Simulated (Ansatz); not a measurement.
GaNO$_{2}$

Input

```
crystal:
  periodic: [false, false, false]
  atoms:
    - {symbol: Ga, position_ang: [-0.065384, -0.623187, 2.109021]}
    - {symbol: "N", position_ang: [-1.343567, -2.908289, 2.175376]}
    - {symbol: O, position_ang: [-0.088971, -2.810689, 2.167970]}
    - {symbol: O, position_ang: [-1.917157, -1.788511, 2.147877]}
basis:
  gaussian:
    orbitals: def2-TZVPD
magnetization:
  spin_polarized: false
  initial_magnetization: 0
hamiltonian:
  xc: {name: PBE0}
output: {forces: true, orbitals: {seedname: orbitals}}
```

Launched as:

```sh
ansatz run input.yaml --threads 1 --pin off --max-ram 2610MiB --events-out events.jsonl --progress --plain --runs-dir runs
```

Geometry: r2SCAN-D4/def2-SVP.

All numbers below come from Ansatz 0.2.0, isolated molecule in a Gaussian basis; Kohn-Sham density functional theory, functional PBE0.

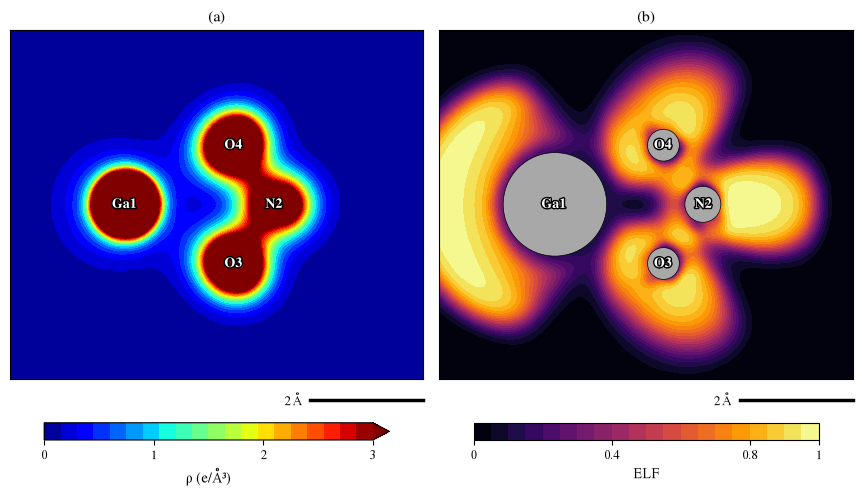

Figure 1. (a) electron density; (b) electron localisation function on the molecular plane. Grey discs cover the atomic cores in the ELF map.

**Describe what can be read from this map.**

The section cuts through Ga, N and O sites. N–O (1.26 Å): the density is about 3.2 e/Å³ at the midpoint; the ELF peaks at about 0.85 between the atoms; localised, covalent bonding. Ga–O (2.19 Å): the density is about 0.41 e/Å³ at the midpoint; the ELF peaks at about 0.90 in the valence shell of O, 0.6 Å from its nucleus, and is about 0.25 at the midpoint. The ELF also peaks beside O3, N2 and O4, away from the bonds: lone-pair regions.

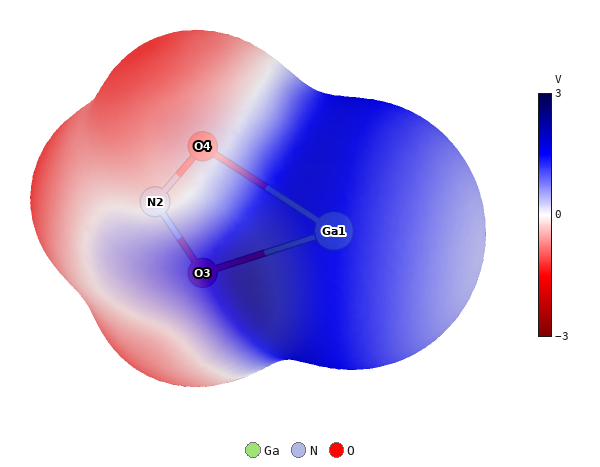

Figure 2. The molecular electrostatic potential painted on the density surface at 0.002 e/bohr³, seen at a tilt; red is negative and blue positive.

**Where is the surface potential most negative and most positive?**

The most negative region (about −1.2 V) lies over N2, O3 and O4, the most positive (about +2.3 V) over Ga1.

**What dipole moment does the calculation give?**

Its dipole moment is 2.60 D.

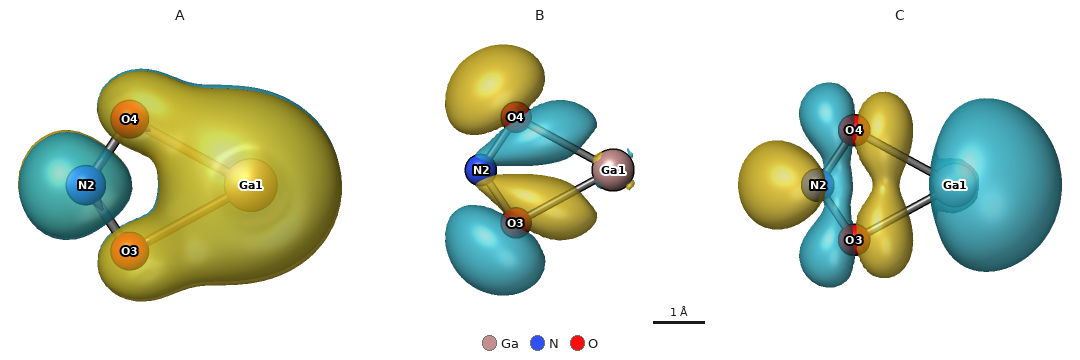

Figure 3. Three frontier orbitals at ±0.08 Å⁻³ᐟ² (yellow and cyan are the two phases), in no order.

**Order the three orbitals by energy and name them.**

B is the HOMO−1 (−9.08 eV). By Hirshfeld shares it lies mainly on O4 (about 45 %), O3 (about 45 %) and N2 (about 5 %); it is symmetric in the molecular plane (an in-plane orbital: σ, lone-pair or in-plane π type). C is the HOMO (−6.99 eV). By Hirshfeld shares it lies mainly on Ga1 (about 45 %), N2 (about 20 %), O3 (about 15 %) and O4 (about 15 %); it is symmetric in the molecular plane (an in-plane orbital: σ, lone-pair or in-plane π type). A is the LUMO (−2.58 eV). By Hirshfeld shares it lies mainly on Ga1 (about 55 %), N2 (about 25 %), O3 (about 10 %) and O4 (about 10 %); it changes sign across the molecular plane (π type); π-antibonding (a node) across N2–O3 and N2–O4.

**What is the HOMO–LUMO gap?**

4.41 eV between the orbital energies.
